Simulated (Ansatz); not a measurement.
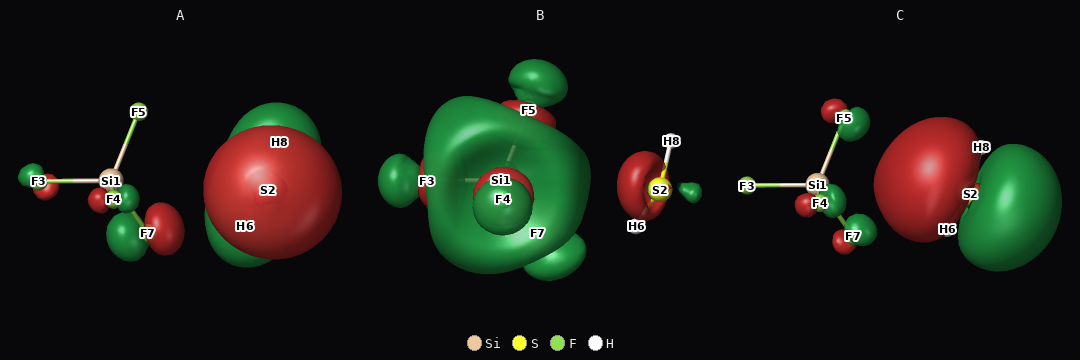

Figure. SiF$_{4}$···H$_{2}$S. Three frontier orbitals at ±0.08 Å⁻³ᐟ² (green and red are the two phases), in no order.

Not at a stationary point (largest force 0.7 eV/Å).

These are results of RKS BLYP/cc-pVDZ (Ansatz 0.2.0), not measurements.

```csv
atom,x (Å),y (Å),z (Å)
Si,-0.6976,-0.4877,-0.8734
S,1.1282,0.3527,1.9481
F,-1.4216,-0.8218,-2.2962
F,-0.7299,-1.8374,0.0318
F,-1.4997,0.7491,-0.1836
H,1.7198,0.4561,0.7239
F,0.8622,-0.0434,-1.2215
H,0.6386,1.6324,1.8711
```

### Which picture is the HOMO−1, the HOMO and the LUMO?

A is the HOMO−1 (−8.80 eV). Its weight (Hirshfeld) is mainly on S2 (about 75 %), H6 (about 10 %) and H8 (about 10 %); largely a lone pair of S2. C is the HOMO (−6.12 eV). It lies mainly on S2 (about 85 %); largely a lone pair of S2. B is the LUMO (−1.22 eV). By Hirshfeld shares it lies mainly on Si1 (about 40 %), F5 (about 15 %), F7 (about 15 %), F4 (about 15 %) and F3 (about 10 %).

### What is the HOMO–LUMO gap?

4.90 eV between the orbital energies.
